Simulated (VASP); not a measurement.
# A VASP study of KTi2 (vdW-DF-cx): structure first, properties next

Wanted: the relaxed cell of KTi2 and its properties. The steps: rough relaxation of the start cell, relaxing cell and atoms (vdW-DF-cx), second relaxation, single point with fields (vdW-DF-cx), bands along the symmetry lines (vdW-DF-cx), total and projected DOS (vdW-DF-cx) and elastic tensor by finite strains (vdW-DF-cx). The cell is invented: other elements were put on sites of a known structure type. It may not be a known or stable phase.

Program: VASP 6.6.1. Level of theory: vdW-DF-cx; plane waves and PAW (K_sv, Ti_sv); invented cell. Results are calculated unless marked as measured.

## (1) Starting point

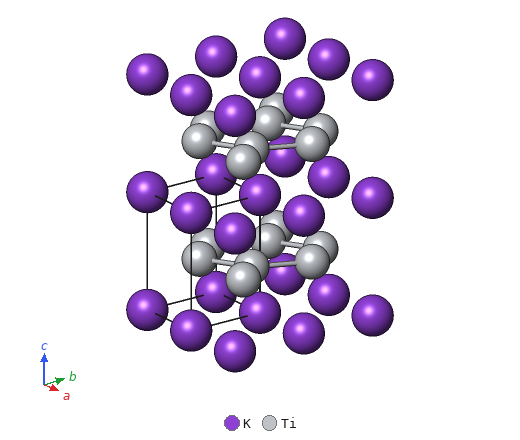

Start, viewed slightly off an axis; potassium purple, titanium light grey. 2×2×2 cells are drawn. Some periodic images of atoms are drawn too.

As a file:

```cif
data_structure
_symmetry_space_group_name_H-M 'P 1'
_symmetry_Int_Tables_number 1
_cell_length_a 4.0211
_cell_length_b 4.0211
_cell_length_c 4.2519
_cell_angle_alpha 90.000
_cell_angle_beta 90.000
_cell_angle_gamma 120.000
_cell_volume 59.54
loop_
_atom_site_label
_atom_site_type_symbol
_atom_site_fract_x
_atom_site_fract_y
_atom_site_fract_z
_atom_site_occupancy
K1 K 0.00000 0.00000 0.00000 1
Ti2 Ti 0.33333 0.66667 0.50000 1
Ti3 Ti 0.66667 0.33333 0.50000 1
```

## (2) Rough relaxation of the start cell

The start is only an estimate, so a cheap relaxation brings it near a minimum before any careful run. vdW-DF-cx takes its exchange from the same plasmon model as its correlation. LUSE_VDW switches on a nonlocal correlation term for dispersion.

File INCAR:

```
SYSTEM = KTi2
PREC = Normal
ENCUT = 400
EDIFF = 1E-05
NELM = 60
ISMEAR = 0
SIGMA = 0.05
LREAL = .FALSE.
ALGO = Fast
GGA = CX
AGGAC = 0
LUSE_VDW = .TRUE.
LASPH = .TRUE.
NBANDS = 22
LORBIT = 11
LWAVE = .FALSE.
LCHARG = .FALSE.
IBRION = 2
NSW = 40
ISIF = 3
EDIFFG = -0.04
```

File POSCAR:

```
KTi2
1.0
    4.0211436300      0.0000000000      0.0000000000
   -2.0105718100      3.4824125300      0.0000000000
    0.0000000000      0.0000000000      4.2518664500
K Ti
1 2
Direct
    0.0000000000      0.0000000000      0.0000000000
    0.3333333300      0.6666666700      0.5000000000
    0.6666666700      0.3333333300      0.5000000000
```

File KPOINTS:

```
Automatic mesh
0
Gamma
5 5 4
0 0 0
```

PAW data sets: K_sv and Ti_sv (PBE family, release 64).

Launch:

```
> mpirun -np 1 vasp_std
```

Log:

```text
[banner, memory and clock lines left out]
running    1 mpi-ranks, on    1 nodes
 distrk:  each k-point on    1 cores,    1 groups
 distr:  one band on    1 cores,    1 groups

 POSCAR found type information on POSCAR K Ti
 POSCAR found :  2 types and       3 ions
|                                                                             |
|               ----> ADVICE to this user running VASP <----                  |
|                                                                             |
|     You have switched on vdW-DFT.                                           |
|     This routine was written and supplied by Jiri Klimes. We recommend      |
|     that you carefully read and cite the following publications:            |
|       J. Klimes, D.R. Bowler, A. Michelides                                 |
|          J. Phys.: Cond Matt. 22 022201 (2010)                              |
|       J. Klimes, D.R. Bowler, A. Michelides                                 |
|          Phys. Rev. B. 83, 195131 (2011)                                    |
|     and references therein.                                                 |
|                                                                             |

|                                                                             |
|               ----> ADVICE to this user running VASP <----                  |
|                                                                             |
|     You enforced a specific xc type in the INCAR file but a different       |
|     [... a line on the potential file left out ...]
|     I HOPE YOU KNOW WHAT YOU ARE DOING!                                     |
|                                                                             |

 LDA part: xc-table for (Slater+PW92), standard interpolation
 POSCAR, INCAR and KPOINTS ok, starting setup
 FFT: planning ... GRIDC
 FFT: planning ... GRID_SOFT
 FFT: planning ... GRID
 WAVECAR not read
 entering main loop
       N       E                     dE             d eps       ncg     rms          rms(c)
DAV:   1     0.362691647013E+03    0.36269E+03   -0.14746E+04   660   0.146E+03
DAV:   2     0.332702466172E+02   -0.32942E+03   -0.32100E+03   690   0.457E+02
DAV:   3     0.544063482462E+00   -0.32726E+02   -0.30926E+02  1184   0.129E+02
DAV:   4    -0.289674329030E+01   -0.34408E+01   -0.32148E+01   900   0.335E+01
DAV:   5    -0.309283782763E+01   -0.19609E+00   -0.19579E+00  1026   0.717E+00    0.156E+01
RMM:   6    -0.265630747638E+01    0.43653E+00   -0.17234E+00   710   0.118E+01    0.726E+00
RMM:   7    -0.267373857010E+01   -0.17431E-01   -0.37210E-01   779   0.416E+00    0.543E+00
RMM:   8    -0.270200882510E+01   -0.28270E-01   -0.21217E-01   818   0.314E+00    0.181E+00
RMM:   9    -0.270559106437E+01   -0.35822E-02   -0.62457E-02   810   0.204E+00    0.383E-01
RMM:  10    -0.270831311432E+01   -0.27220E-02   -0.27760E-02   898   0.113E+00    0.341E-01
RMM:  11    -0.270865453374E+01   -0.34142E-03   -0.10152E-02   859   0.704E-01    0.103E-01
RMM:  12    -0.270914074620E+01   -0.48621E-03   -0.54830E-03   943   0.406E-01    0.685E-02
RMM:  13    -0.270947136332E+01   -0.33062E-03   -0.35289E-03   911   0.249E-01    0.480E-02
RMM:  14    -0.270969760680E+01   -0.22624E-03   -0.23622E-03   833   0.189E-01    0.951E-02
RMM:  15    -0.270983691294E+01   -0.13931E-03   -0.16639E-03   747   0.145E-01    0.926E-02
RMM:  16    -0.270994571746E+01   -0.10880E-03   -0.13396E-03   710   0.123E-01    0.811E-02
RMM:  17    -0.271001779499E+01   -0.72078E-04   -0.91736E-04   711   0.116E-01    0.528E-02
RMM:  18    -0.271009077748E+01   -0.72982E-04   -0.83154E-04   611   0.911E-02    0.581E-02
RMM:  19    -0.271014188641E+01   -0.51109E-04   -0.60210E-04   564   0.804E-02    0.623E-02
RMM:  20    -0.271018904615E+01   -0.47160E-04   -0.57482E-04   576   0.759E-02    0.566E-02
RMM:  21    -0.271022364093E+01   -0.34595E-04   -0.42504E-04   503   0.676E-02    0.586E-02
RMM:  22    -0.271025702954E+01   -0.33389E-04   -0.42041E-04   540   0.658E-02    0.518E-02
RMM:  23    -0.271028084473E+01   -0.23815E-04   -0.32298E-04   537   0.657E-02    0.509E-02
RMM:  24    -0.271030551748E+01   -0.24673E-04   -0.31528E-04   543   0.650E-02    0.404E-02
RMM:  25    -0.271032514952E+01   -0.19632E-04   -0.24090E-04   491   0.569E-02    0.471E-02
RMM:  26    -0.271034484100E+01   -0.19691E-04   -0.23934E-04   446   0.525E-02    0.287E-02
RMM:  27    -0.271036015725E+01   -0.15316E-04   -0.19379E-04   400   0.461E-02    0.331E-02
RMM:  28    -0.271037565073E+01   -0.15493E-04   -0.19335E-04   378   0.423E-02    0.244E-02
RMM:  29    -0.271038829598E+01   -0.12645E-04   -0.16202E-04   346   0.397E-02    0.338E-02
RMM:  30    -0.271040114604E+01   -0.12850E-04   -0.16254E-04   330   0.379E-02    0.266E-02
RMM:  31    -0.271041182253E+01   -0.10676E-04   -0.13872E-04   303   0.366E-02    0.350E-02
RMM:  32    -0.271042273193E+01   -0.10909E-04   -0.14010E-04   302   0.361E-02    0.285E-02
RMM:  33    -0.271043182776E+01   -0.90958E-05   -0.12068E-04   307   0.352E-02    0.361E-02
RMM:  34    -0.271044125589E+01   -0.94281E-05   -0.12156E-04   304   0.335E-02    0.305E-02
RMM:  35    -0.271044906838E+01   -0.78125E-05   -0.10378E-04   284   0.324E-02    0.375E-02
RMM:  36    -0.271045731672E+01   -0.82483E-05   -0.10738E-04   299   0.317E-02    0.325E-02
RMM:  37    -0.271046431209E+01   -0.69954E-05   -0.92494E-05   287   0.304E-02
   1 F= -.27104643E+01 E0= -.27063549E+01  d E =-.271046E+01
 curvature:   0.00 expect dE= 0.000E+00 dE for cont linesearch  0.000E+00
 trial: gam= 0.00000 g(F)=  0.562E-43 g(S)=  0.212E+01 ort = 0.000E+00 (trialstep = 0.100E+01)
 search vector abs. value=  0.212E+01
 bond charge predicted
       N       E                     dE             d eps       ncg     rms          rms(c)
DAV:   1    -0.452121525672E+02   -0.42502E+02   -0.95232E+02  1116   0.362E+02    0.729E+01
RMM:   2     0.678500643327E+01    0.51997E+02   -0.18835E+02   747   0.132E+02    0.185E+01
RMM:   3     0.285620457071E+01   -0.39288E+01   -0.97173E+01   826   0.640E+01    0.135E+01
RMM:   4     0.144591744004E+01   -0.14103E+01   -0.24322E+01   840   0.277E+01    0.831E+00
RMM:   5     0.249929995459E+00   -0.11960E+01   -0.11515E+01   835   0.169E+01    0.609E+00
RMM:   6    -0.998653707383E+00   -0.12486E+01   -0.79340E+00   893   0.124E+01    0.386E+00
RMM:   7    -0.165317827394E+01   -0.65452E+00   -0.56380E+00   889   0.105E+01    0.114E+00
RMM:   8    -0.209640316738E+01   -0.44322E+00   -0.45890E+00   934   0.741E+00    0.139E+00
RMM:   9    -0.253981252382E+01   -0.44341E+00   -0.44078E+00   939   0.586E+00    0.306E+00
[...]
RMM:  24    -0.379301587150E+01   -0.60020E-02   -0.25357E-01   869   0.131E+00    0.528E+00
RMM:  25    -0.381748734736E+01   -0.24471E-01   -0.21827E-01   718   0.119E+00    0.563E+00
RMM:  26    -0.382817385324E+01   -0.10687E-01   -0.20827E-01   698   0.110E+00    0.539E+00
RMM:  27    -0.384277128882E+01   -0.14597E-01   -0.18128E-01   658   0.104E+00    0.564E+00
RMM:  28    -0.386047707039E+01   -0.17706E-01   -0.17563E-01   680   0.975E-01    0.554E+00
RMM:  29    -0.386990899974E+01   -0.94319E-02   -0.15359E-01   661   0.937E-01    0.571E+00
RMM:  30    -0.388602846999E+01   -0.16119E-01   -0.14915E-01   672   0.887E-01    0.565E+00
[...]
RMM:  49    -0.380385018259E+01    0.43287E-01   -0.81334E-02  1103   0.100E+00    0.727E+00
RMM:  50    -0.376424700758E+01    0.39603E-01   -0.12420E-01  1139   0.124E+00    0.589E+00
RMM:  51    -0.376339933314E+01    0.84767E-03   -0.77145E-02  1026   0.781E-01    0.548E+00
RMM:  52    -0.375980726088E+01    0.35921E-02   -0.80108E-02  1093   0.970E-01    0.596E+00
RMM:  53    -0.376256073656E+01   -0.27535E-02   -0.63225E-02  1010   0.767E-01    0.564E+00
RMM:  54    -0.376514671772E+01   -0.25860E-02   -0.54263E-02   923   0.652E-01    0.519E+00
RMM:  55    -0.376778077738E+01   -0.26341E-02   -0.35078E-02   887   0.513E-01    0.490E+00
RMM:  56    -0.377013928366E+01   -0.23585E-02   -0.25858E-02   767   0.434E-01    0.459E+00
RMM:  57    -0.377291978343E+01   -0.27805E-02   -0.30446E-02   945   0.579E-01    0.474E+00
RMM:  58    -0.377472929533E+01   -0.18095E-02   -0.19080E-02   656   0.363E-01    0.450E+00
RMM:  59    -0.377609578919E+01   -0.13665E-02   -0.14862E-02   616   0.320E-01    0.455E+00
RMM:  60    -0.377753960392E+01   -0.14438E-02   -0.12317E-02   646   0.315E-01
|                                                                             |
|           W    W    AA    RRRRR   N    N  II  N    N   GGGG   !!!           |
|           W    W   A  A   R    R  NN   N  II  NN   N  G    G  !!!           |
|           W    W  A    A  R    R  N N  N  II  N N  N  G       !!!           |
|           W WW W  AAAAAA  RRRRR   N  N N  II  N  N N  G  GGG   !            |
|           WW  WW  A    A  R   R   N   NN  II  N   NN  G    G                |
|           W    W  A    A  R    R  N    N  II  N    N   GGGG   !!!           |
|                                                                             |
|     The electronic self-consistency was not achieved in the given           |
|     number of steps (NELM). The forces and other quantities evaluated       |
|     might not be reliable so examine the results carefully. If you find     |
|     spurious results, we suggest increasing NELM, if you were close to      |
|     convergence or switching to a different ALGO or adjusting the           |
|     density mixing parameters otherwise.                                    |
|                                                                             |

   2 F= -.37775396E+01 E0= -.37741586E+01  d E =-.106708E+01
[...]
WARNING in EDDRMM: call to ZHEGV failed, returncode =   6  3     10
[... from here on, the cycles between the ionic steps are left out ...]
   3 F= -.38371294E+01 E0= -.38311828E+01  d E =-.112667E+01
[...]
WARNING in EDDRMM: call to ZHEGV failed, returncode =   6  3     11
   4 F= -.38314062E+01 E0= -.38246483E+01  d E =-.112094E+01
   5 F= -.38357138E+01 E0= -.38294345E+01  d E =-.112525E+01
   6 F= -.38560298E+01 E0= -.38484321E+01  d E =-.203161E-01
   7 F= -.39531597E+01 E0= -.39438856E+01  d E =-.117446E+00
[...]
WARNING in EDDRMM: call to ZHEGV failed, returncode =   8  4      9
   8 F= -.43092078E+01 E0= -.43009351E+01  d E =-.473494E+00
[...]
WARNING in EDDRMM: call to ZHEGV failed, returncode =   8  4     15
[...]
|     The electronic self-consistency was not achieved in the given           |
   9 F= -.51920302E+01 E0= -.51911282E+01  d E =-.135632E+01
[...]
|     The electronic self-consistency was not achieved in the given           |
  10 F= 0.94758159E+02 E0= 0.94760675E+02  d E =0.985939E+02
  11 F= 0.34527480E+02 E0= 0.34530562E+02  d E =0.383632E+02
[...]
WARNING in EDDRMM: call to ZHEGV failed, returncode =   8  4     16
[...]
WARNING in EDDRMM: call to ZHEGV failed, returncode =   6  3     12
  12 F= -.50589375E+01 E0= -.50535453E+01  d E =-.395864E+02
  13 F= -.52044850E+01 E0= -.52024078E+01  d E =-.397320E+02
  14 F= -.52197390E+01 E0= -.52186975E+01  d E =-.397472E+02
  15 F= -.52248025E+01 E0= -.52236335E+01  d E =-.397523E+02
  16 F= -.52273412E+01 E0= -.52260751E+01  d E =-.397548E+02
  17 F= -.52285682E+01 E0= -.52272476E+01  d E =-.397560E+02
  18 F= -.52291729E+01 E0= -.52278231E+01  d E =-.397567E+02
  19 F= -.52294739E+01 E0= -.52281106E+01  d E =-.397570E+02
  20 F= -.52296234E+01 E0= -.52282540E+01  d E =-.397571E+02
  21 F= -.52296977E+01 E0= -.52283245E+01  d E =-.397572E+02
  22 F= -.52297348E+01 E0= -.52283597E+01  d E =-.397572E+02
  23 F= -.52297535E+01 E0= -.52283774E+01  d E =-.397572E+02
  24 F= -.52297628E+01 E0= -.52283862E+01  d E =-.397572E+02
  25 F= -.52297675E+01 E0= -.52283907E+01  d E =-.397572E+02
  26 F= -.52297698E+01 E0= -.52283929E+01  d E =-.397572E+02
  27 F= -.52297710E+01 E0= -.52283940E+01  d E =-.397573E+02
  28 F= -.52297716E+01 E0= -.52283945E+01  d E =-.397573E+02
  29 F= -.52297719E+01 E0= -.52283948E+01  d E =-.397573E+02
  30 F= -.52311272E+01 E0= -.52296959E+01  d E =-.135533E-02
  31 F= -.52351281E+01 E0= -.52335378E+01  d E =-.535620E-02
  32 F= -.52428723E+01 E0= -.52410299E+01  d E =-.131004E-01
  33 F= -.52574080E+01 E0= -.52556074E+01  d E =-.276361E-01
[...]
WARNING in EDDRMM: call to ZHEGV failed, returncode =   8  4      6
  34 F= -.52799588E+01 E0= -.52785796E+01  d E =-.501869E-01
  35 F= -.52833632E+01 E0= -.52820786E+01  d E =-.535913E-01
 curvature:  -0.67 expect dE=-0.695E-02 dE for cont linesearch -0.672E-02
 ZBRENT: bracketing found
 ZBRENT: interpolating
 opt :   1.7582  next Energy=    -5.289835 (dE=-0.601E-01)
 bond charge predicted
       N       E                     dE             d eps       ncg     rms          rms(c)
DAV:   1    -0.538333742559E+01   -0.99982E-01   -0.41050E+00   660   0.223E+01    0.212E+00
RMM:   2    -0.530598609637E+01    0.77351E-01   -0.19340E-01   708   0.390E+00    0.961E-01
RMM:   3    -0.528766252344E+01    0.18324E-01   -0.63880E-02   770   0.180E+00    0.221E-01
RMM:   4    -0.528798659680E+01   -0.32407E-03   -0.17237E-02   817   0.895E-01    0.129E-01
RMM:   5    -0.528879630459E+01   -0.80971E-03   -0.87726E-03   894   0.448E-01    0.729E-02
RMM:   6    -0.528904544763E+01   -0.24914E-03   -0.27374E-03   868   0.268E-01    0.498E-02
RMM:   7    -0.528921208752E+01   -0.16664E-03   -0.16506E-03   870   0.178E-01    0.453E-02
RMM:   8    -0.528928942049E+01   -0.77333E-04   -0.85118E-04   709   0.124E-01    0.197E-02
RMM:   9    -0.528934240175E+01   -0.52981E-04   -0.58615E-04   649   0.984E-02    0.224E-02
RMM:  10    -0.528938064976E+01   -0.38248E-04   -0.41291E-04   579   0.802E-02    0.158E-02
WARNING in EDDRMM: call to ZHEGV failed, returncode =   6  3     10
RMM:  11    -0.528940523858E+01   -0.24589E-04   -0.28238E-04   584   0.709E-02    0.127E-02
RMM:  12    -0.528942631190E+01   -0.21073E-04   -0.22539E-04   507   0.587E-02    0.156E-02
RMM:  13    -0.528944198915E+01   -0.15677E-04   -0.16785E-04   469   0.506E-02    0.123E-02
RMM:  14    -0.528945402468E+01   -0.12036E-04   -0.12959E-04   458   0.443E-02    0.145E-02
RMM:  15    -0.528946448759E+01   -0.10463E-04   -0.10954E-04   410   0.390E-02    0.136E-02
RMM:  16    -0.528947148930E+01   -0.70017E-05   -0.80612E-05   427   0.355E-02
  36 F= -.52894715E+01 E0= -.52878549E+01  d E =-.596996E-01
 curvature:  -0.65 expect dE=-0.598E-04 dE for cont linesearch -0.514E-04
 trial: gam=-0.03608 g(F)=  0.538E-40 g(S)=  0.920E-04 ort = 0.210E-02 (trialstep = 0.371E+00)
 search vector abs. value=  0.131E-04
 reached required accuracy - stopping structural energy minimisation
```

Elapsed: 24 min, on 1 MPI rank of AMD EPYC 7R43, shared host; peak memory 0.24 GiB.

Lines that name or quote the potential files are left out of all logs, and their timing lines are given in words.

(Part 1 of 4 ends here.)

[Lines on the potential files, build, host, timing and source positions are cut from VASP's logs without a mark.]

[Logs are printed without paths, hosts, clocks, repeated set-up lines and the standing remarks that a program may print on its own settings, such as how far it seeks lower states.]

[Hosts, paths, dates, database ids (printed as entryN), source tags and the programs' standing remarks are cut or masked in the printed files.]

[A measured line is paired with the nearest computed mode of its activity, which favours agreement.]
